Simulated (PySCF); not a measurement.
Molecule: SMILES C#CCC[SeH] (C4H6Se), singlet. Atoms near the plane z = 0.0 Å, at the GFN2-xTB optimised geometry (x, y, z in Å): C1 (1.6, -0.7, 0.0), C2 (0.4, -0.7, 0.0), C3 (-1.0, -0.7, 0.0), C4 (-1.6, 0.7, 0.0), H6 (2.7, -0.7, 0.0), H7 (-1.4, -1.3, -0.9), H8 (-1.4, -1.3, 0.9), H9 (-2.7, 0.7, 0.1), H10 (-1.2, 1.3, 0.8).

Level of theory: B3LYP/def2-TZVP (PySCF). Cells within 0.4 Å of a nucleus heavier than hydrogen are left out (blank, or x). The values are rescaled to run from 0 to 1.

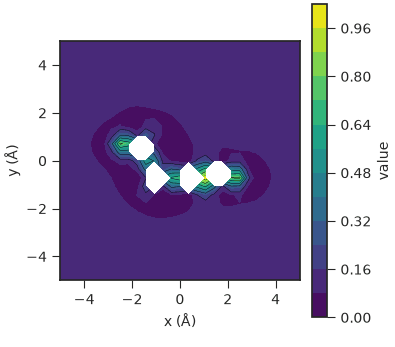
*a field on the plane z = 0.0 Å.*

Q: Which quantity is mapped?
A) electrostatic potential
B) deformation density (molecule minus spherical neutral atoms)
C) Laplacian of the electron density
D) electron localisation function

A: B, deformation density (molecule minus spherical neutral atoms). In full: deformation density (molecule minus spherical neutral atoms) (e/bohr³).
